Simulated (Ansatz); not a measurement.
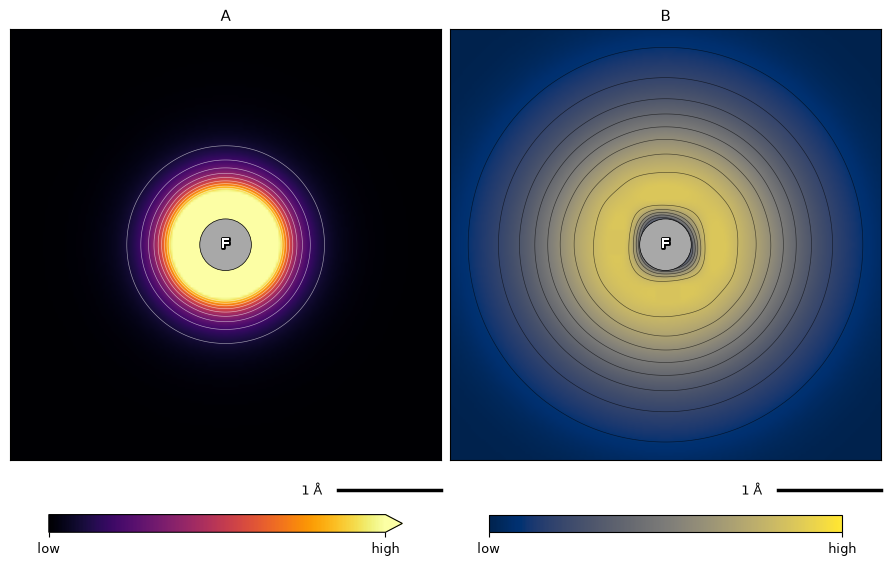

F (charge −1): 2 fields on a plane that holds the molecular axis, with unlabelled colour scales. Grey discs cover the atomic cores.

Geometry: PBE0-D4/def2-TZVP.

These are results of RKS PBE0/def2-TZVPPD (Ansatz 0.2.0), not measurements.

### Which field does each panel show? The fields are: electron density and electron localisation function.

Panel A: electron density. Panel B: electron localisation function.
